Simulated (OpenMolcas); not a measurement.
## Single-point calculation, with input and output: SnNH$_{2}$F

SnNH$_{2}$F, computed with NEVPT2/def2-SVP (OpenMolcas 26.06).

A bond length was changed on purpose from its optimised value.

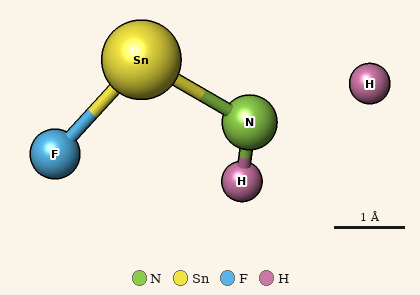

**Figure 1.** The structure as given in the input (ball-and-stick view, seen at a tilt). Sticks mark near contacts. Bond lengths as drawn: F–Sn 1.95 Å, H–N 1.01 Å and N–Sn 2.00 Å.

## Input
```
&gateway
 baslib=$CurrDir
 basisset
 N.def2-SVP....
 N1 0.052220 -0.203541 -0.204660 angstrom
 End of Basis
 basisset
 Sn.def2-SVP....
 Sn2 0.694020 -0.752741 1.611840 angstrom
 End of Basis
 basisset
 F.def2-SVP....
 F3 1.322020 -2.474941 0.942940 angstrom
 End of Basis
 basisset
 H.def2-SVP....
 H4 -0.746800 1.369300 -0.629100 angstrom
 H5 0.148920 -0.807941 -1.007960 angstrom
 End of Basis

&seward

&rasscf
 fileorb=$CurrDir/step2.RasOrb
 spin=1
 nactel=2 0 0
 inactive=19
 ras2=2
 orblisting=Nothing

&caspt2
 sc-nevpt2
 frozen=6
```

Launch command:
```bash
export MOLCAS_MEM=1860
pymolcas step5.inp > step5.log
```

## The program's output
```
--- Start Module: gateway ---

                                              &GATEWAY

                       available to each process: 1.9 GB of memory, 1 thread

 Basis Set     1 Label: N.DEF2-SVP....
 Basis set is read from library:.
 basistype.tbl is not found

 Basis Set     2 Label: SN.DEF2-SVP....
 Basis set is read from library:.
 basistype.tbl is not found

 Basis Set     3 Label: F.DEF2-SVP....
 Basis set is read from library:.
 basistype.tbl is not found

 Basis Set     4 Label: H.DEF2-SVP....
 Basis set is read from library:.
 basistype.tbl is not found

++    Symmetry information:
      ---------------------

                    Character Table for C1

                             E
                    a        1  x, y, xy, Rz, z, xz, Ry, yz, Rx, I
--

++    Basis set information:
      ----------------------

      Basis set label: N.DEF2-SVP.........

      Electronic valence basis set:
      ------------------
      Associated Effective Charge   7.000000 au
      Associated Actual Charge      7.000000 au
      Nuclear Model: Point charge

      Shell  nPrim  nBasis  Cartesian Spherical Contaminant
         s       7       3        X
         p       4       2        X
         d       1       1                 X

      Basis set label: SN.DEF2-SVP....ECP.....

      Electronic valence basis set:
      ------------------
      Associated Effective Charge  22.000000 au
      Associated Actual Charge     50.000000 au
      Nuclear Model: Point charge

      Shell  nPrim  nBasis  Cartesian Spherical Contaminant
         s      10       4        X
         p       7       4        X
         d       6       2                 X

      Pseudo Potential specification:
      =======================================

      Number of Core Electrons:  28

      Potential  nTerms
           H       2
         s-H       4
         p-H       6
         d-H       6

      Effective Core Potential specification:
      =======================================

      Basis set label: F.DEF2-SVP.........

      Electronic valence basis set:
      ------------------
      Associated Effective Charge   9.000000 au
      Associated Actual Charge      9.000000 au
      Nuclear Model: Point charge

      Shell  nPrim  nBasis  Cartesian Spherical Contaminant
         s       7       3        X
         p       4       2        X
         d       1       1                 X

      Basis set label: H.DEF2-SVP.........

      Electronic valence basis set:
      ------------------
      Associated Effective Charge   1.000000 au
      Associated Actual Charge      1.000000 au
      Nuclear Model: Point charge

      Shell  nPrim  nBasis  Cartesian Spherical Contaminant
         s       4       2        X
         p       1       1        X
--

++    Molecular structure info:
      -------------------------

                    ************************************************
                    **** Cartesian Coordinates / bohr, angstrom ****
                    ************************************************

     Center  Label                x              y              z                     x              y              z
        1      N1               0.098681      -0.384637      -0.386751              0.052220      -0.203541      -0.204660
        2      SN2              1.311508      -1.422474       3.045936              0.694020      -0.752741       1.611840
        3      F3               2.498256      -4.676961       1.781898              1.322020      -2.474941       0.942940
        4      H4              -1.411247       2.587602      -1.188827             -0.746800       1.369300      -0.629100
        5      H5               0.281418      -1.526787      -1.904768              0.148920      -0.807941      -1.007960

                    ***************************************
                    *    InterNuclear Distances / bohr    *
                    ***************************************

               1 N1            2 SN2           3 F3            4 H4            5 H5
    1 N1       0.000000
    2 SN2      3.785683        0.000000
    3 F3       5.374481        3.687525        0.000000
    4 H4       3.428908        6.436406        8.768312        0.000000
    5 H5       1.908475        5.057810        5.331930        4.506205        0.000000

                    *******************************************
                    *    InterNuclear Distances / angstrom    *
                    *******************************************

               1 N1            2 SN2           3 F3            4 H4            5 H5
    1 N1       0.000000
    2 SN2      2.003297        0.000000
    3 F3       2.844053        1.951354        0.000000
    4 H4       1.814500        3.405999        4.639991        0.000000
    5 H5       1.009921        2.676478        2.821536        2.384581        0.000000
--

            Nuclear Potential Energy            122.50955190 au

--- Stop Module: gateway /rc=_RC_ALL_IS_WELL_ ---

--- Start Module: seward ---

                                              &SEWARD

                       available to each process: 1.9 GB of memory, 1 thread

               SEWARD will generate:
                  Multipole Moment integrals up to order  2
                  Kinetic Energy integrals
                  Nuclear Attraction integrals (point charge)
                  One-Electron Hamiltonian integrals modified with ECP contributions
                  Velocity integrals
                  Pseudo Potential integrals
                  Orbital angular momentum around (  1.3230  -1.7024   2.5209 )
                  Velocity quadrupole around (  1.3230  -1.7024   2.5209 )
                  Two-Electron Repulsion integrals

                   Integrals are discarded if absolute value <: 1.00E-14
                   Integral cutoff threshold is set to       <: 1.00E-16

            Nuclear Potential Energy            122.50955190 au

      Basis set specifications :
      Symmetry species         a
      Basis functions           64

--- Stop Module: seward /rc=_RC_ALL_IS_WELL_ ---
--- Module seward spent 1 second ---

--- Start Module: rasscf ---

                                              &RASSCF

                       available to each process: 1.9 GB of memory, 1 thread

      Header of the ONEINT file:
      --------------------------

      OrdInt status: non-squared

      Cartesian coordinates in angstrom:
      -----------------------------------------------------
      No.  Label        X            Y            Z
      -----------------------------------------------------
       1   N1         0.05222000  -0.20354100  -0.20466000
       2   SN2        0.69402000  -0.75274100   1.61184000
       3   F3         1.32202000  -2.47494100   0.94294000
       4   H4        -0.74680000   1.36930000  -0.62910000
       5   H5         0.14892000  -0.80794100  -1.00796000
      -----------------------------------------------------
      Nuclear repulsion energy =  122.50955190

++    Wave function specifications:
      -----------------------------

      Number of closed shell electrons          38
      Number of electrons in active shells       2
      Max number of holes in RAS1 space          0
      Max nr of electrons in RAS3 space          0
      Number of inactive orbitals               19
      Number of active orbitals                  2
      Number of secondary orbitals              43
      Spin quantum number                      0.0
      State symmetry                             1
--

++    Orbital specifications:
      -----------------------

      Symmetry species                           1
                                                 a
      Frozen orbitals                            0
      Inactive orbitals                         19
      Active orbitals                            2
      RAS1 orbitals                              0
      RAS2 orbitals                              2
      RAS3 orbitals                              0
      Secondary orbitals                        43
      Deleted orbitals                           0
      Number of basis functions                 64
--

++    CI expansion specifications:
      ----------------------------

      Number of CSFs                             3
      Number of spin combinations                3
      Number of determinants                     4
      Number of root(s) required                 1
      Root chosen for geometry opt.              1
      CI root used                               1

      highest root included in the CI            1
      max. size of the explicit Hamiltonian      3
--

++    Optimization specifications:
      ----------------------------

      RASSCF algorithm: Conventional
      Maximum number of macro iterations       200
      Maximum number of SX iterations          100
      Threshold for RASSCF energy            1.000E-08
      Threshold for max MO rotation          1.000E-01
      Threshold for max BLB element          1.000E-04
      Level shift parameter                  5.000E-01
      Make Quasi-Newton update
--

      The MO-coefficients are taken from the file:
      step2.RasOrb
      Title: RASSCF average (pseudo-natural) orbitals

      Total molecular charge    0.00

      ************************************************************************************************************************
      *                                            Wave function control section                                             *
      ************************************************************************************************************************

                                         RASSCF iterations: Energy and convergence statistics
                                         ----------------------------------------------------

          iter iter root      energy       change     param      element    value   shift minimum  type update hh:mm:ss
 Nr of preliminary CI iterations:   1
        1   1    4    1  -368.21166593    0.00E+00   8.27E-06   18  37 1 -5.08E-06   0.16   0.00    SX    NO    0:00:00
        2   1    4    1  -368.21166593   -1.26E-10  -7.38E-06   18  21 1  2.95E-06   0.16   0.00    SX    NO    0:00:00
        3   1    3    1  -368.21166593   -5.45E-11   6.72E-06   18  21 1  2.67E-06   0.16   0.00    SX    NO    0:00:00
        4   1    3    1  -368.21166593   -4.02E-11  -5.96E-06   18  21 1  2.45E-06   0.16   0.00    SX    NO    0:00:00
      Convergence after  4 iterations
        5   1    3    1  -368.21166593   -2.79E-11  -5.96E-06   18  21 1  2.22E-06   0.16   0.00    SX    NO    0:00:00

      ************************************************************************************************************************
                                                      Wave function printout:
                       occupation of active orbitals, and spin coupling of open shells (u,d: Spin up or down)
      ************************************************************************************************************************

      Note: transformation to natural orbitals
      has been made, which may change the order of the CSFs.

      printout of CI-coefficients larger than  0.05 for root  1
      energy=    -368.211666
      conf/sym  11     Coeff  Weight
             1  20  -0.94694 0.89669
             3  02   0.32142 0.10331

      Natural orbitals and occupation numbers for root  1
      sym 1:   1.793374   0.206626

      ************************************************************************************************************************
      *                                                    Final results                                                     *
      ************************************************************************************************************************

++    Final optimization conditions:
      ------------------------------

      Average CI energy                            -368.21166593
      RASSCF energy for state  1                   -368.21166593
      Super-CI energy                                -0.00000000
      RASSCF energy change                           -0.00000000
      Max change in MO coefficients               2.966E-06
      Max non-diagonal density matrix element    -5.964E-06
      Maximum BLB matrix element                  2.220E-06
      (orbital pair  18,  21 in symmetry   1)
      Norm of electronic gradient            2.851E-06
--

      Final state energy(ies):
      ------------------------

::    RASSCF root number  1 Total energy:   -368.21166593
      Von Neumann Entropy (Root   1) =  0.47941

      Mulliken population analysis for root number:  1
      -----------------------------------------------

++    Molecular charges:
      ------------------

      Mulliken charges per centre
      ---------------------------

                N1      SN2     F3      H4      H5
      Total    7.6139 21.0020  9.6185  0.9363  0.8292

      N-E     -0.6139  0.9980 -0.6185  0.0637  0.1708

      Total electronic charge=   40.000000

      Total            charge=   -0.000000
--

      Expectation values of various properties for root number:  1
      -----------------------------------------------------------

++    Molecular properties:
      ---------------------

      Charge (e):
                      =   -0.0000
      Dipole Moment (debye):
      Origin of the operator (angstrom)=    0.7001   -0.9009    1.3340
                   X= -8.5740E-01               Y=  2.3065E+00               Z=  8.2178E-01           Total=  2.5943E+00
      Quadrupole Moment (debye*angstrom):
      Origin of the operator (angstrom)=    0.7001   -0.9009    1.3340
                  XX= -3.4734E+01              XY=  2.2125E+00              XZ=  3.9527E-01              YY= -3.9436E+01
                  YZ= -1.4099E+00              ZZ= -3.4922E+01
      In traceless form (debye*angstrom)
                  XX=  2.4454E+00              XY=  3.3187E+00              XZ=  5.9290E-01              YY= -4.6084E+00
                  YZ= -2.1149E+00              ZZ=  2.1630E+00
--

      Average orbitals are written to the RASORB file
      Natural orbitals for root   1 are written to the RASORB.1 file
      Spin density orbitals for root   1 are written to the SPDORB.1 file

--- Stop Module: rasscf /rc=_RC_ALL_IS_WELL_ ---
--- Module rasscf spent 1 second ---

--- Start Module: caspt2 ---

                                              &CASPT2

                       available to each process: 1.9 GB of memory, 1 thread

 ###############################################################################
 ###    WARNING: User changed nr of frozen orbitals.                         ###
 ###############################################################################

++    Wave function specifications:
      -----------------------------

      Number of closed shell electrons          26
      Number of electrons in active shells       2
      Max number of holes in RAS1 space          0
      Max number of electrons in RAS3 space      0
      Number of inactive orbitals               13
      Number of active orbitals                  2
      Number of secondary orbitals              43
      Spin quantum number                      0.0
      State symmetry                             1
      Number of CSFs                             3
      Number of CASSCF root(s) available         1
      NEVPT2 state passed to geometry opt.       1
      A file JOBMIX will be created
      This is a CASSCF or RASSCF reference function
--

++    Orbital specifications:
      -----------------------

      Symmetry species                           1
                                                 a
      Frozen orbitals                            6
      Inactive orbitals                         13
      Active orbitals                            2
      Secondary orbitals                        43
      Deleted orbitals                           0
      Number of basis functions                 64
--

++    NEVPT2 specifications:
      ----------------------

      Type of calculation                        SS-NEVPT2
      Internal contraction for energies          partially and strongly contracted
                                                 (PC-NEVPT2 and SC-NEVPT2)
      Denominator threshold for SC-NEVPT2        1.00E-09
      Fock operator                              state-specific
      0th-order Hamiltonian                      DYALL
      IPEA shift                                 0.00
      Real shift                                 0.00
      Imaginary shift                            0.00
      The input orbitals will be transformed to quasi-canonical
--

--------------------------------------------------------------------------------
 Estimated memory requirements:
  POLY3 :                   250070
  RHS:                      342814
  SIGMA :                   422172
  PRPCTL:                        0
 Available workspace:    232488196

++ NEVPT2 computation for group   1

********************************************************************************
 Multi-State initialization phase begins for group   1
--------------------------------------------------------------------------------
********************************************************************************
 Compute H0 matrices for state    1
--------------------------------------------------------------------------------
--------------------------------------------------------------------------------
 H0 matrices have been computed.

********************************************************************************
  NEVPT2 EQUATION SOLUTION
--------------------------------------------------------------------------------

  Total nr of NEVPT2 parameters:
   Before reduction:      228140
   After  reduction:      222513

 Variance of |WF0>:       1.8522482931
-----------------------------------------------------------------------------------------------------------------------------

  FINAL PC-NEVPT2 RESULT:

      Reference energy:        -368.2116659276
      E2 (Non-variational):      -0.4266354210
      E2 (Variational):          -0.4266354210
      Total energy:            -368.6383013486
      Residual norm:              0.0000000000
      Reference weight:           0.88109

      Contributions to the PC-NEVPT2 correlation energy
      Active & Virtual Only:         -0.0026093083
      One Inactive Excited:          -0.0528092428
      Two Inactive Excited:          -0.3712168698

  FINAL SC-NEVPT2 RESULT:

      Reference energy:        -368.2116659276
      E2 (Non-variational):      -0.4264991523
      E2 (Variational):          -0.4264991523
      Total energy:            -368.6381650798
      Residual norm:              0.0000000000
      Reference weight:           0.88136

      Contributions to the SC-NEVPT2 correlation energy
      Active & Virtual only:         -0.0026093104
      One Inactive Excited:          -0.0526801730
      Two Inactive Excited:          -0.3712096689

   (Skip denominator check etc. with SC-NEVPT2 wavefunction)

   (Skipping property calculation,
    use PROP keyword to activate)
--

  Total SC-NEVPT2 energies:
::    SC-NEVPT2 Root  1     Total energy:   -368.63816508

  A NEW JOBIPH FILE NAMED 'JOBMIX' IS PREPARED.
********************************************************************************
--- Stop Module: caspt2 /rc=_RC_ALL_IS_WELL_ ---

.##################.
.# Happy landing! #.
.##################.

    Timing: Wall=2.95 User=2.30 System=0.65
```

## Key numbers

```tsv
quantity	value
outcome	converged
total energy	−368.638165 hartree
basis functions	64
hardware	1 thread of Arm Neoverse V1, 24 GiB of memory available, shared host
wall time	3.3 s
peak memory	0.4 GiB
```
